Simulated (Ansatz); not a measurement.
# F2Si···NH3: what the fields show

The calculation's input:

```
crystal:
  periodic: [false, false, false]
  atoms:
    - { symbol: Si, position_ang: [0.0, 0.0, 0.0] }
    - { symbol: "N", position_ang: [1.1383, 0.0, 1.6687] }
    - { symbol: H, position_ang: [0.2613, -0.2713, 2.1987] }
    - { symbol: H, position_ang: [2.0153, 0.2713, 2.1987] }
    - { symbol: H, position_ang: [1.6341, 0.0, 0.2923] }
    - { symbol: F, position_ang: [-0.7489, 1.2974, -0.5295] }
    - { symbol: F, position_ang: [-0.7489, -1.2974, -0.5295] }
basis:
  gaussian: { orbitals: def2-SVP }
hamiltonian:
  xc: hf
relax:
  f_tol: 0.15
  max_steps: 25
  restrain:
    - { distance: [1, 4], at: 1.06, k: 30.0 }
    - { distance: [0, 1], at: 3.02, k: 30.0 }
    - { distance: [0, 4], at: 2.66, k: 30.0 }
output:
  orbitals: {}
```

Run with:

```sh
ansatz run input.yaml --threads 1 --pin off --max-ram 2048MiB --backend cpu --events-out ev --progress --plain --runs-dir out
```

The fields are those of the run's last geometry, not of the input's.

Not at a stationary point (largest force 1.1 eV/Å).

Method: RHF/def2-SVP (Ansatz).

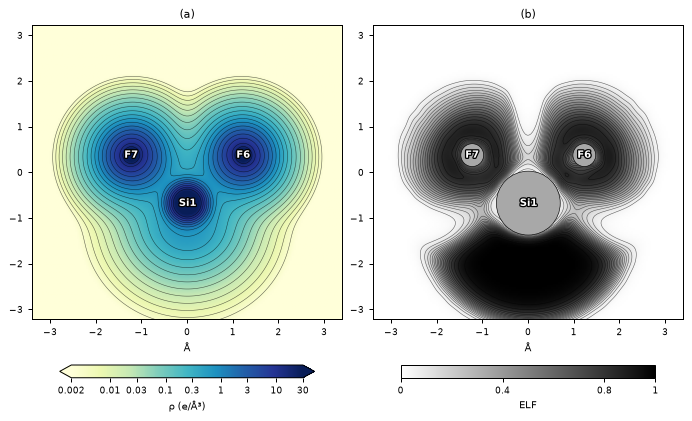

Figure 1. (a) total electron density; (b) electron localisation function on the plane of atoms F6, Si1 and F7. Grey discs cover the atomic cores in the ELF map.

> What does the map show?

The section cuts through Si and F sites. Si–F (1.61 Å): the density is about 1 e/Å³ at the midpoint; the ELF peaks at about 0.85 in the valence shell of F, 0.6 Å from its nucleus, and is about 0.40 at the midpoint. The ELF also peaks beside Si1, F7 and F6, away from the bonds: lone-pair regions.

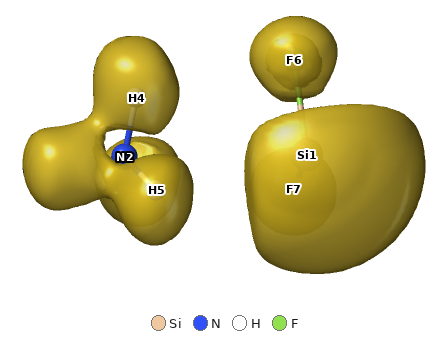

Figure 2. Isosurface of the electron localisation function at 0.8 (yellow), seen at a tilt. Core shells and regions of very low density are left out.

> Where are the electrons localised?

The ELF exceeds this value in one lobe on Si, pointing away from the bonds (lone pairs), two regions wrapped around F (its lone pairs, merged into a ring or cap) and one joined region spread over several atoms (H, N), in which their bonds and any lone pairs are merged. Profiles from the grid: Si1···N2 (3.02 Å): the ELF is about 0.10 at the midpoint.

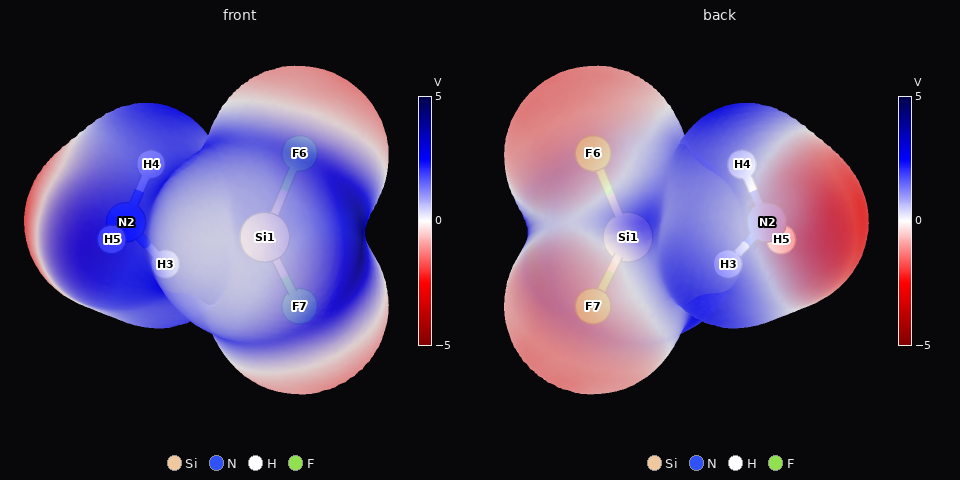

Figure 3. The molecular electrostatic potential painted on the density surface at 0.004 e/bohr³, seen from the front and from behind; red is negative and blue positive.

> Describe the electrostatic potential map.

The most negative region (about −2.1 V, or −48 kcal/mol for a unit charge) lies over N2, the most positive (about +4.1 V, or +95 kcal/mol for a unit charge) over Si1. N2 is the likeliest acceptor of a hydrogen bond.

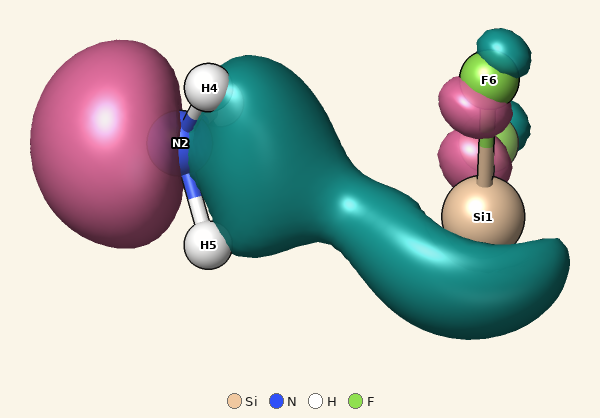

Figure 4. The HOMO−1 at ±0.15 Å⁻³ᐟ² (teal and pink are the two phases), seen from one side.

> Where does this orbital lie, and at what energy?

Its weight (Hirshfeld) is mainly on N2 (about 60 %) and Si1 (about 20 %). Its energy is −12.26 eV.
